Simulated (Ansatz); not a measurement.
# AlBH₅ (doublet): one geometry, many settings at distance Al1–H4 along a hydrogen transfer = 1.586 Å

What do other methods and options give for AlBH₅ (doublet) at this geometry, and how long do they take?

The runs use Ansatz 0.2.0, Gaussian basis; the settings change from run to run.

3 further runs of the same task are left out: 3 that didn't finish.

## (1) The geometry

The geometry derives from fragments relaxed apart (PBE0/def2-TZVP) and kept rigid, so it is no stationary point. A hydrogen atom is moved between rigid fragments.

7 atoms, charge 0, spin multiplicity 2.

Atoms are counted from 1 here; the program's logs count them from 0.

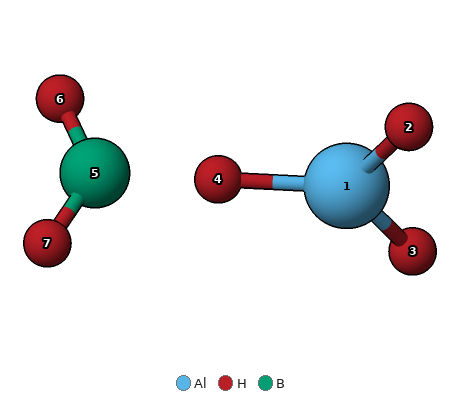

The structure; aluminium blue, hydrogen red, boron teal; atoms are numbered from 1 in the order of the file.

## (2) NEVPT2(3,6)/6-31G

in.yaml

```yaml
crystal:
  periodic: [false, false, false]
  atoms:
    - {symbol: Al, position_ang: [-0.956203, 0.000000, 0.000000]}
    - {symbol: H, position_ang: [-1.749127, 1.373384, 0.000000]}
    - {symbol: H, position_ang: [-1.749127, -1.373384, 0.000000]}
    - {symbol: H, position_ang: [0.629645, 0.000000, 0.000000]}
    - {symbol: B, position_ang: [2.156797, 0.000000, 0.000000]}
    - {symbol: H, position_ang: [2.665870, 0.000000, 1.077008]}
    - {symbol: H, position_ang: [2.665870, 0.000000, -1.077008]}
basis:
  gaussian: {orbitals: 6-31G}
magnetization: {spin_polarized: false, initial_magnetization: 1}
correlation: {method: sc_nevpt2, electrons: all, active_space: {window: {electrons: 3, orbitals: 6}, states: [{multiplicity: 2, weights: [1, 0.5, 0.5, 1]}]}}
output: {forces: true}
```

On the command line:

```sh
> ansatz run in.yaml --threads 1 --pin off --events-out ev --progress --plain --max-ram 2393MiB
```

Standard output, shortened:

```text
Functional definition: HF
  name "HF"
  cite "Fock, Z. Phys. 61, 126 (1930) doi:10.1007/BF01340294"
  parent pbe
[...]
727 factors; integrals over basis functions are off by at most 1.7e-7 eV
[...]
mean field -7328.28042078 eV, -269.3093381769 hartree, gradient 1.4e-6 eV, S^2 0.750000; 9 other end points of the search recorded, 0 dependent functions left out
reference -7328.28042078 eV, -269.3093381769 hartree; 12, 11 occupied and 20, 21 virtual orbitals, 727 factors
state -7328.62374720 eV, -269.3219551899 hartree
state -7327.97973206 eV, -269.2982880702 hartree
state -7327.86229439 eV, -269.2939723154 hartree
state -7324.20921951 eV, -269.1597242897 hartree
state -7328.62374720 eV, -269.3219551899 hartree; corrected -7331.00228365 eV, -269.4093647923 hartree
state -7327.97973206 eV, -269.2982880702 hartree; corrected -7330.31945430 eV, -269.3842712766 hartree
state -7327.86229439 eV, -269.2939723154 hartree; corrected -7330.16827813 eV, -269.3787156549 hartree
state -7324.20921951 eV, -269.1597242897 hartree; corrected -7326.45169192 eV, -269.2421336307 hartree
state -7328.36886675 eV, -269.3125885061 hartree
state -7327.88526013 eV, -269.2948162909 hartree
state -7327.55579473 eV, -269.2827086607 hartree
state -7324.06674829 eV, -269.1544885688 hartree
state -7328.36886675 eV, -269.3125885061 hartree; corrected -7331.07583467 eV, -269.4120677426 hartree
state -7327.88526013 eV, -269.2948162909 hartree; corrected -7330.37281785 eV, -269.3862323507 hartree
[...]
state -7328.36886675 eV, -269.3125885061 hartree; corrected -7331.07583467 eV, -269.4120677426 hartree
state -7327.88526013 eV, -269.2948162909 hartree; corrected -7330.37281785 eV, -269.3862323507 hartree
state -7327.55579473 eV, -269.2827086607 hartree; corrected -7330.16689710 eV, -269.3786649028 hartree
state -7324.06674829 eV, -269.1544885688 hartree; corrected -7326.44791502 eV, -269.2419948322 hartree
the orbitals are reached from a further start. From the first start the search ends at -7326.27629111 eV, -269.2356877697 hartree
[...]
WARN: the results are in doubt because the forces break the atoms' symmetry
WARN: the results are in doubt because another end's mean lies 0.199 eV lower, and its corrected mean 0.032 eV higher
WARN: the results are in doubt because close orbitals or states may skew the forces
Total energy: -7329.26453572 eV, -269.3455037338 hartree
Atom 0 at    -0.956203     0.000000     0.000000 Å, force    -1.158222     0.130042     0.000000 eV/Å
Atom 1 at    -1.749127     1.373384     0.000000 Å, force     0.129882     0.338692     0.000000 eV/Å
Atom 2 at    -1.749127    -1.373384     0.000000 Å, force    -0.020765    -0.515036    -0.000000 eV/Å
Atom 3 at     0.629645     0.000000     0.000000 Å, force     2.685237     0.050759     0.000000 eV/Å
Atom 4 at     2.156797     0.000000     0.000000 Å, force    -0.868301    -0.005343     0.000000 eV/Å
Atom 5 at     2.665870     0.000000     1.077008 Å, force    -0.383915     0.000443     0.083917 eV/Å
Atom 6 at     2.665870     0.000000    -1.077008 Å, force    -0.383915     0.000443    -0.083917 eV/Å
Dipole moment:     0.112713     0.002125     0.000000 e Å
In doubt: the forces break the atoms' symmetry
In doubt: another end's mean lies 0.199 eV lower, and its corrected mean 0.032 eV higher
In doubt: close orbitals or states may skew the forces
```

Run time: 8 s. Hardware: 1 thread of Arm Neoverse V1, shared host.

From the report: 55 determinants; active occupations (of the averaged states) 1.97, 0.33, 0.33, 0.17, 0.17, 0.02. The program marks this result as in doubt; its last lines say why.

## (3) CCSD(T) on ROHF/cc-pVDZ

Edit in.yaml of step 2 so:

```diff
@@ -11,5 +11,6 @@
 basis:
-  gaussian: {orbitals: 6-31G}
+  gaussian: {orbitals: cc-pVDZ, fitting: {mean_field: def2-universal-jkfit}, point_charges: [{charge: 0.50, position_ang: [6.847, -0.853, -0.818]}]}
 magnetization: {spin_polarized: false, initial_magnetization: 1}
-correlation: {method: sc_nevpt2, electrons: all, active_space: {window: {electrons: 3, orbitals: 6}, states: [{multiplicity: 2, weights: [1, 0.5, 0.5, 1]}]}}
+correlation: {method: ccsd_t, electrons: valence}
+scf: {lower_state_search: off}
 output: {forces: true}
```

Same command.

Standard output, shortened:

```text
Functional definition: HF
  name "HF"
  cite "Fock, Z. Phys. 61, 126 (1930) doi:10.1007/BF01340294"
  parent pbe
[...]
293 factors; integrals over basis functions are off by at most 4.0e-1 eV
[...]
mean field -7329.97314911 eV, -269.3715447956 hartree, gradient 1.5e-6 eV, S^2 0.750000; 0 other end points of the search recorded, 0 dependent functions left out
6 core orbitals not correlated: weight in the atoms' cores, before any rotation towards them, 1.000 or more for the frozen orbitals, at most 0.000 for the correlated occupied ones
reference -7329.97314911 eV, -269.3715447956 hartree; 6, 5 occupied and 45, 46 virtual orbitals, 293 factors
second order -4.37998683 eV of doubles, -0.05163820 eV of singles
cycle   1  -5.30245070 eV  change   -8.7e-1 eV  update   6.8e-2
[...]
cycle  16  -5.62250453 eV  change   -8.1e-8 eV  update   3.1e-7
perturbative correction -0.10430978 eV, -0.0038333137 hartree
[...]
Total energy: -7335.69996342 eV, -269.5820013395 hartree
Atom 0 at    -0.956203     0.000000     0.000000 Å, force    -0.851691     0.006404     0.009992 eV/Å
Atom 1 at    -1.749127     1.373384     0.000000 Å, force     0.329558     0.001275    -0.002098 eV/Å
Atom 2 at    -1.749127    -1.373384     0.000000 Å, force     0.328742    -0.006118    -0.002412 eV/Å
Atom 3 at     0.629645     0.000000     0.000000 Å, force     1.877703    -0.001794    -0.008098 eV/Å
Atom 4 at     2.156797     0.000000     0.000000 Å, force    -0.584354    -0.015395     0.015140 eV/Å
Atom 5 at     2.665870     0.000000     1.077008 Å, force    -0.524349     0.002321     0.563707 eV/Å
Atom 6 at     2.665870     0.000000    -1.077008 Å, force    -0.519926     0.003994    -0.587781 eV/Å
Dipole moment:    -0.915976     0.010528     0.011665 e Å
Checks for a lower state left out: starts, cluster_reference, orbital_swaps, neighbouring_geometries, increment
```

It took 6.5 s on 1 thread of Arm Neoverse V1, shared host.

From the report: correlation -5.7268 eV; T1 0.016; largest double amplitude 0.04.

## (4) MP2 on UHF/cc-pVDZ

Edit in.yaml of step 3 so:

```diff
@@ -11,6 +11,6 @@
 basis:
-  gaussian: {orbitals: cc-pVDZ, fitting: {mean_field: def2-universal-jkfit}, point_charges: [{charge: 0.50, position_ang: [6.847, -0.853, -0.818]}]}
-magnetization: {spin_polarized: false, initial_magnetization: 1}
-correlation: {method: ccsd_t, electrons: valence}
-scf: {lower_state_search: off}
+  gaussian: {orbitals: cc-pVDZ}
+magnetization: {spin_polarized: true, initial_magnetization: 1}
+correlation: {method: mp2, electrons: valence}
+scf: {lower_state_search: light}
 output: {forces: true}
```

Launched as before.

Standard output, shortened:

```text
Functional definition: HF
  name "HF"
  cite "Fock, Z. Phys. 61, 126 (1930) doi:10.1007/BF01340294"
  parent pbe
[...]
526 factors; integrals over basis functions are off by at most 1.2e-3 eV
[...]
mean field -7329.91254499 eV, -269.3693176351 hartree, gradient 1.3e-6 eV, S^2 0.765230; 9 other end points of the search recorded, 0 dependent functions left out
6 core orbitals not correlated: weight in the atoms' cores, before any rotation towards them, 1.000 or more for the frozen orbitals, at most 0.000 for the correlated occupied ones
reference -7329.91254499 eV, -269.3693176351 hartree; 6, 5 occupied and 45, 46 virtual orbitals, 526 factors
second order -4.34128130 eV of doubles, -0.00000000 eV of singles
[...]
Total energy: -7334.25382629 eV, -269.5288567803 hartree
Atom 0 at    -0.956203     0.000000     0.000000 Å, force    -0.673316     0.000000     0.000000 eV/Å
Atom 1 at    -1.749127     1.373384     0.000000 Å, force     0.316452    -0.054985    -0.000000 eV/Å
Atom 2 at    -1.749127    -1.373384     0.000000 Å, force     0.316452     0.054985    -0.000000 eV/Å
Atom 3 at     0.629645     0.000000     0.000000 Å, force     1.695392    -0.000000    -0.000000 eV/Å
Atom 4 at     2.156797     0.000000     0.000000 Å, force    -0.321505     0.000000     0.000000 eV/Å
Atom 5 at     2.665870     0.000000     1.077008 Å, force    -0.666737    -0.000000     0.459609 eV/Å
Atom 6 at     2.665870     0.000000    -1.077008 Å, force    -0.666737    -0.000000    -0.459609 eV/Å
Dipole moment:    -0.790025    -0.000000     0.000000 e Å
```

Run time: 2 s. Hardware: 1 thread of Arm Neoverse V1, shared host.

From the report: ⟨S²⟩ of the determinant 0.765 (pure doublet: 0.75).

## (5) BCCD(T) on UHF/cc-pVDZ

Edit in.yaml of step 4 so:

```diff
@@ -13,4 +13,2 @@
 magnetization: {spin_polarized: true, initial_magnetization: 1}
-correlation: {method: mp2, electrons: valence}
-scf: {lower_state_search: light}
-output: {forces: true}
+correlation: {method: bccd_t, electrons: outside_noble_gas}
```

The command is unchanged.

Standard output, shortened:

```text
Functional definition: HF
  name "HF"
  cite "Fock, Z. Phys. 61, 126 (1930) doi:10.1007/BF01340294"
  parent pbe
[...]
526 factors; integrals over basis functions are off by at most 1.2e-3 eV
[...]
mean field -7329.91254499 eV, -269.3693176351 hartree, gradient 1.3e-6 eV, S^2 0.765230; 9 other end points of the search recorded, 0 dependent functions left out
determinant -7329.91254499 eV, -269.3693176351 hartree, with singles and doubles -7335.43937737 eV, -269.5724249791 hartree
determinant -7329.16307914 eV, -269.3417752734 hartree, with singles and doubles -7334.68939214 eV, -269.5448635302 hartree
determinant -7328.88077634 eV, -269.3314008366 hartree, with singles and doubles -7334.45675284 eV, -269.5363141935 hartree
6 core orbitals not correlated: weight in the atoms' cores, before any rotation towards them, 1.000 or more for the frozen orbitals, at most 0.000 for the correlated occupied ones
reference -7329.91254499 eV, -269.3693176351 hartree; 6, 5 occupied and 45, 46 virtual orbitals, 526 factors
second order -4.34128130 eV of doubles, -0.00000000 eV of singles
cycle   1  -5.52396794 eV  change    2.9e-3 eV  update   2.8e-3
[...]
cycle   7  -5.52271047 eV  change   -1.0e-6 eV  update   8.2e-6
perturbative correction -0.10773811 eV, -0.0039593024 hartree
Total energy: -7335.54299356 eV, -269.5762328037 hartree
```

It took 6.5 s on 1 thread of Arm Neoverse V1, shared host.

From the report: ⟨S²⟩ of the determinant 0.765 (pure doublet: 0.75); correlation -5.6304 eV; largest double amplitude 0.04.

## (6) All runs side by side

Where basis and cores are those of an earlier UCCSDT(Q)/cc-pVDZ run (-7335.5722 eV), and the state is the same kind, the miss against it is given. † marks a result that the program doubts.

```
                                          level         correlated  functions  energy (eV)  from UCCSDT(Q) (meV)   time
   NEVPT2(3,6)/6-31G (mean of several states) †                all         32   -7329.2645                          8 s
CCSD(T) on ROHF/cc-pVDZ (beside a point charge)            valence         57   -7335.7000                        6.5 s
                             MP2 on UHF/cc-pVDZ            valence         57   -7334.2538                1318.4    2 s
                         BCCD(T) on UHF/cc-pVDZ  outside noble gas         57   -7335.5430                  29.2  6.5 s
```

## (7) Outcome

```
quantity                                              value
    runs                                                  4
quickest                            MP2 on UHF/cc-pVDZ, 2 s
 slowest  NEVPT2(3,6)/6-31G (mean of several states) †, 8 s
```

Total energies in different bases, with other cores or another treatment of relativity can't be set against each other. NEVPT2(3,6)/6-31G (mean of several states) † took 4 times as long as MP2 on UHF/cc-pVDZ; the jobs differ in more than the method. Among the correlated runs with a miss given, it spans +29 to +1318 meV.
